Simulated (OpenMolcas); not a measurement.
## COP (charge −1): energy and gradient calculation

- system: COP, charge −1
- method: HF/STO-3G, RHF (OpenMolcas 26.06)

The geometry comes from this level: GFN2-xTB.

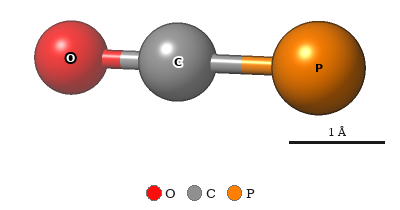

The structure as given in the input (ball-and-stick view, seen at a tilt). Bond lengths as drawn: C–O 1.19 Å and C–P 1.58 Å.

Input
```
&GATEWAY
BASLIB=$CurrDir
BASISSET
O.STO-3G....
O1 0.777240 0.927660 0.529290 angstrom
End of Basis
BASISSET
C.STO-3G....
C2 0.076510 0.090600 0.052160 angstrom
End of Basis
BASISSET
P.STO-3G....
P3 -0.853750 -1.018250 -0.581450 angstrom
End of Basis
&SEWARD
&SCF
CHARGE=-1
THRESHOLDS=1e-10 1e-07 1e-07 1e-05
PRORBITALS=1 1
&ALASKA
```

Machine: 1 thread of Arm Neoverse V2, 24 GiB of memory available, shared host.

Run as:
```bash
export MOLCAS_MEM=1860
pymolcas test.input > test.log
```

The program's output
```
--- Start Module: gateway ---

                                              &GATEWAY

                       available to each process: 1.9 GB of memory, 1 thread

 Basis Set     1 Label: O.STO-3G....
 Basis set is read from library:.
 basistype.tbl is not found

 Basis Set     2 Label: C.STO-3G....
 Basis set is read from library:.
 basistype.tbl is not found

 Basis Set     3 Label: P.STO-3G....
 Basis set is read from library:.
 basistype.tbl is not found

++    Symmetry information:
      ---------------------

                    Character Table for C1

                             E
                    a        1  x, y, xy, Rz, z, xz, Ry, yz, Rx, I
--

++    Basis set information:
      ----------------------

      Basis set label: O.STO-3G.........

      Electronic valence basis set:
      ------------------
      Associated Effective Charge   8.000000 au
      Associated Actual Charge      8.000000 au
      Nuclear Model: Point charge

      Shell  nPrim  nBasis  Cartesian Spherical Contaminant
         s       6       2        X
         p       3       1        X

      Basis set label: C.STO-3G.........

      Electronic valence basis set:
      ------------------
      Associated Effective Charge   6.000000 au
      Associated Actual Charge      6.000000 au
      Nuclear Model: Point charge

      Shell  nPrim  nBasis  Cartesian Spherical Contaminant
         s       6       2        X
         p       3       1        X

      Basis set label: P.STO-3G.........

      Electronic valence basis set:
      ------------------
      Associated Effective Charge  15.000000 au
      Associated Actual Charge     15.000000 au
      Nuclear Model: Point charge

      Shell  nPrim  nBasis  Cartesian Spherical Contaminant
         s       9       3        X
         p       6       2        X
--

++    Molecular structure info:
      -------------------------

                    ************************************************
                    **** Cartesian Coordinates / bohr, angstrom ****
                    ************************************************

     Center  Label                x              y              z                     x              y              z
        1      O1               1.468771       1.753023       1.000213              0.777240       0.927660       0.529290
        2      C2               0.144583       0.171209       0.098568              0.076510       0.090600       0.052160
        3      P3              -1.613354      -1.924214      -1.098781             -0.853750      -1.018250      -0.581450

                    ***************************************
                    *    InterNuclear Distances / bohr    *
                    ***************************************

               1 O1            2 C2            3 P3
    1 O1       0.000000
    2 C2       2.251349        0.000000
    3 P3       5.237112        2.985763        0.000000

                    *******************************************
                    *    InterNuclear Distances / angstrom    *
                    *******************************************

               1 O1            2 C2            3 P3
    1 O1       0.000000
    2 C2       1.191363        0.000000
    3 P3       2.771360        1.579998        0.000000

                    **************************************
                    *    Valence Bond Angles / degree    *
                    **************************************
                          Atom centers                 Phi
                      1 O1       2 C2       3 P3       179.94
--

            Nuclear Potential Energy             74.37698589 au

--- Stop Module: gateway /rc=_RC_ALL_IS_WELL_ ---

--- Start Module: seward ---

                                              &SEWARD

                       available to each process: 1.9 GB of memory, 1 thread

               SEWARD will generate:
                  Multipole Moment integrals up to order  2
                  Kinetic Energy integrals
                  Nuclear Attraction integrals (point charge)
                  One-Electron Hamiltonian integrals
                  Velocity integrals
                  Orbital angular momentum around ( -0.4196  -0.5004  -0.2858 )
                  Velocity quadrupole around ( -0.4196  -0.5004  -0.2858 )
                  Two-Electron Repulsion integrals

                   Integrals are discarded if absolute value <: 1.00E-14
                   Integral cutoff threshold is set to       <: 1.00E-16

            Nuclear Potential Energy             74.37698589 au

      Basis set specifications :
      Symmetry species         a
      Basis functions           19

--- Stop Module: seward /rc=_RC_ALL_IS_WELL_ ---

--- Start Module: scf ---

                                                &SCF

                       available to each process: 1.9 GB of memory, 1 thread

++    Input section:
      --------------

      Header of the integral files:

      Cartesian coordinates in angstrom:
      -----------------------------------------------------
      No.  Label        X            Y            Z
      -----------------------------------------------------
       1   O1         0.77724000   0.92766000   0.52929000
       2   C2         0.07651000   0.09060000   0.05216000
       3   P3        -0.85375000  -1.01825000  -0.58145000
      -----------------------------------------------------
      Nuclear repulsion energy =   74.37698589
--

++    Orbital specifications:
      -----------------------

      Symmetry species               1
                                     a
      Frozen orbitals                0
      Aufbau                        15
      Start temperature = 0.500
      End temperature   = 0.010
      Temperature Factor= 0.460
      Deleted orbitals               0
      Total number of orbitals      19
      Number of basis functions     19
--

      Molecular charge                          -1.000

++    Optimization specifications:
      ----------------------------

      SCF Algorithm: Conventional
      Minimized density differences are used
      Number of density matrices in core                 5
      Maximum number of NDDO SCF iterations            400
      Maximum number of HF SCF iterations              400
      Threshold for SCF energy change             1.00E-10
      Threshold for density matrix                1.00E-07
      Threshold for Fock matrix                   1.00E-07
      Threshold for linear dependence             1.00E-09
      Threshold at which DIIS is turned on        1.50E-01
      Maximum depth in the DIIS procedure                5
      Maximum depth in the BFGS Hessian update          30
      Threshold at which QNR/C2DIIS is turned on  7.50E-02
      Threshold for Norm(delta) (QNR/C2DIIS)      1.00E-05
      All orbitals punched on: SCFORB
--

      Input vectors read from INPORB
      Orbital file label: *Guess orbitals

++ Convergence information
                                   SCF        iterations: Energy and convergence statistics

Iter     Tot. SCF        One-elec.       Two-elec.     Energy      Max Dij or  Max Fij      DNorm      TNorm      AccCon     Time
         Energy          Energy          Energy        Change      Delta Norm                                                in Sec.
   1  -443.934276465  -782.332157051   264.020894693   0.00E+00    5.44E-02*   1.30E+00*    1.01E+01   8.05E+01   None         0.
   2  -446.538256428  -782.547029728   261.631787406  -2.60E+00*   2.64E-01*   1.55E-01*    5.06E+00   8.02E+01   EDIIS        0.
   3  -447.460098267  -782.377215685   260.540131525  -9.22E-01*   1.77E-01*   8.11E-02*    2.16E+00   8.00E+01   EDIIS        0.
   4  -447.842747799  -782.421398367   260.201664675  -3.83E-01*   3.90E-01*   1.11E-01*    1.45E+00   8.01E+01   EDIIS        0.
   5  -447.858489560  -782.367773241   260.132297788  -1.57E-02*   7.67E-02*   7.69E-02*    9.87E-01   7.99E+01   EDIIS        0.
   6  -447.918569215  -782.378966484   260.083411376  -6.01E-02*   8.73E-02*   3.20E-02*    1.40E-01   8.00E+01   EDIIS        0.
   7  -447.918584790  -782.380287268   260.084716585  -1.56E-05*   4.50E-03*   1.68E-02*    5.89E-02   8.00E+01   EDIIS        0.

       Fermi aufbau procedure completed!
      nOcc=   15

   8  -447.921109859  -782.379315616   260.081219864  -2.53E-03*   1.38E-03*   1.17E-03*    6.47E-03   8.00E+01   c2DIIS       0.
   9  -447.921115148  -782.378702295   260.080601254  -5.29E-06*   9.59E-04*   5.50E-04*    1.86E-03   8.00E+01   QNRc2DIIS    0.
  10  -447.921116189  -782.379073932   260.080971850  -1.04E-06*   2.75E-04*   2.83E-04*    4.44E-04   8.00E+01   QNRc2DIIS    0.
  11  -447.921116543  -782.379022676   260.080920240  -3.54E-07*   1.45E-04*   6.59E-05*    4.70E-05   8.00E+01   QNRc2DIIS    0.
  12  -447.921116562  -782.379047083   260.080944628  -1.86E-08*   4.89E-05*   3.25E-05*    6.29E-05   8.00E+01   QNRc2DIIS    0.
  13  -447.921116567  -782.379056826   260.080954366  -5.68E-09*   2.85E-06    1.84E-06*    1.32E-03   8.00E+01   QNRc2DIIS    0.
  14  -447.921116567  -782.379060476   260.080958016  -1.60E-11    2.20E-07    1.52E-07*    6.40E-04   8.00E+01   QNRc2DIIS    0.
  15  -447.921116567  -782.379060376   260.080957915   1.14E-13*   1.75E-07    7.05E-08     1.27E-02   8.00E+01   QNRc2DIIS    0.
  16  -447.921116567  -782.379060315   260.080957855  -1.14E-13    9.92E-09    6.57E-09     5.44E-05   8.00E+01   QNRc2DIIS    0.

       Convergence after  16 Iterations
--

 *****************************************************************************************************************************
 *                                             SCF/KS-DFT Program, Final results                                             *
 *                                                       Final Results                                                       *
 *****************************************************************************************************************************

::    Total SCF energy                               -447.9211165673
      One-electron energy                            -782.3790603150
      Two-electron energy                             260.0809578545
      Nuclear repulsion energy                         74.3769858931
      Kinetic energy (interpolated)                   445.5749120549
      Virial theorem                                    1.0052655669
      Total spin, S(S+1)                                0.0000000000
      Total spin, S                                     0.0000000000
      Max non-diagonal density matrix element           0.0000000125
      Max non-diagonal Fock matrix element              0.0000000025

      All orbitals with orbital energies smaller than  E(LUMO)+0.5 are printed

++    Molecular orbitals:
      -------------------

      Title: SCF orbitals

      Molecular orbitals for symmetry species 1: a

          Orbital            1         2         3         4         5         6         7         8         9        10
          Energy          -78.3422  -19.8834  -10.6964   -6.7122   -4.5350   -4.5334   -4.5334   -1.0038   -0.5063   -0.2510
          Occ. No.          2.0000    2.0000    2.0000    2.0000    2.0000    2.0000    2.0000    2.0000    2.0000    2.0000

          Orbital           11        12        13        14        15        16        17        18
          Energy           -0.1760   -0.1760   -0.0549    0.1477    0.1477    0.6634    0.6634    0.9384
          Occ. No.          2.0000    2.0000    2.0000    2.0000    2.0000    0.0000    0.0000    0.0000

--

++    Molecular charges:
      ------------------

      Mulliken charges per centre and basis function type
      ---------------------------------------------------

                O1      C2      P3
      1s       3.8457  3.2903  5.8178
      2px      1.5293  0.9645  3.1755
      2pz      1.5886  0.9620  3.2961
      2py      1.4818  0.9666  3.0818
      Total    8.4454  6.1834 15.3712

      N-E     -0.4454 -0.1834 -0.3712

      Total electronic charge=   30.000000

      Total            charge=   -1.000000
--

++    Molecular properties:
      ---------------------

      Charge (e):
                      =   -1.0000
      Dipole Moment (debye):
      Origin of the operator (angstrom)=   -0.2220   -0.2648   -0.1512
                   X= -6.5020E-02               Y= -7.8716E-02               Z= -4.4189E-02           Total=  1.1125E-01
      Center of Charge (angstrom)
                     X=   -0.20851059               Y=   -0.24839616               Z=   -0.14203006
      Quadrupole Moment (debye*angstrom):
      Origin of the operator (angstrom)=   -0.2220   -0.2648   -0.1512
                  XX= -2.4962E+01              XY= -4.6873E+00              XZ= -2.6748E+00              YY= -2.6628E+01
                  YZ= -3.1921E+00              ZZ= -2.2856E+01
      In traceless form (debye*angstrom)
                  XX= -2.2021E-01              XY= -7.0310E+00              XZ= -4.0123E+00              YY= -2.7190E+00
                  YZ= -4.7881E+00              ZZ=  2.9392E+00
--

--- Stop Module: scf /rc=_RC_ALL_IS_WELL_ ---

--- Start Module: alaska ---

                                              &ALASKA

                       available to each process: 1.9 GB of memory, 1 thread

                     Threshold for contributions to the gradient: 1.000E-07

                    ********************************************
                    * Symmetry Adapted Cartesian Displacements *
                    ********************************************

           Irreducible representation : a
           Basis function(s) of irrep: x, y, xy, Rz, z, xz, Ry, yz, Rx, I

 Basis Label        Type   Center Phase
   1   O1           x         1     1
   2   O1           y         1     1
   3   O1           z         1     1
   4   C2           x         2     1
   5   C2           y         2     1
   6   C2           z         2     1
   7   P3           x         3     1
   8   P3           y         3     1
   9   P3           z         3     1

                     No automatic utilization of translational and rotational invariance of the energy is employed.

 Conventional ERI gradients!

 **************************************************
 *              Molecular gradients               *
 **************************************************

  Irreducible representation: a
 ------------------------------------------------------------------------------------------
                              X                       Y                       Z
 ------------------------------------------------------------------------------------------
  O1               -4.30202855712345E-02   -5.12914655971795E-02   -2.93005965518951E-02
  C2                7.96786075177724E-02    9.49131297815697E-02    5.42749236096245E-02
  P3               -3.66583219465504E-02   -4.36216641843821E-02   -2.49743270577367E-02
 ------------------------------------------------------------------------------------------

--- Stop Module: alaska /rc=_RC_ALL_IS_WELL_ ---

.##################.
.# Happy landing! #.
.##################.

    Timing: Wall=1.36 User=1.08 System=0.28
```

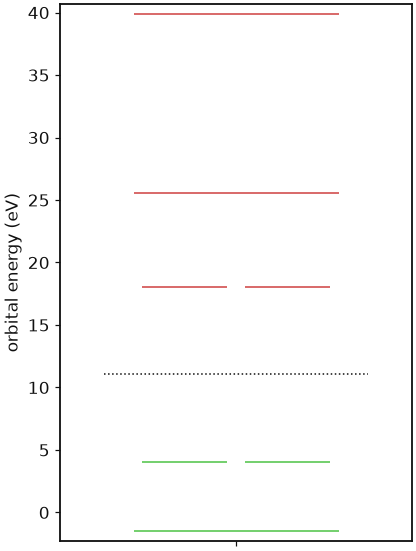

Orbital energies near the frontier; the dotted line parts filled from empty levels, and levels within 0.02 eV of each other stand side by side. Highest filled 4.02 eV, lowest empty 18.05 eV, 14.03 eV apart.

Summary

| quantity | value |
| --- | --- |
| outcome | converged |
| total energy | −447.921117 hartree |
| basis functions | 19 |
| largest force | 6.957 eV/Å |
| HOMO | 4.02 eV |
| LUMO | 18.05 eV |
| wall time | 1.6 s |
| peak memory | 0.37 GiB |
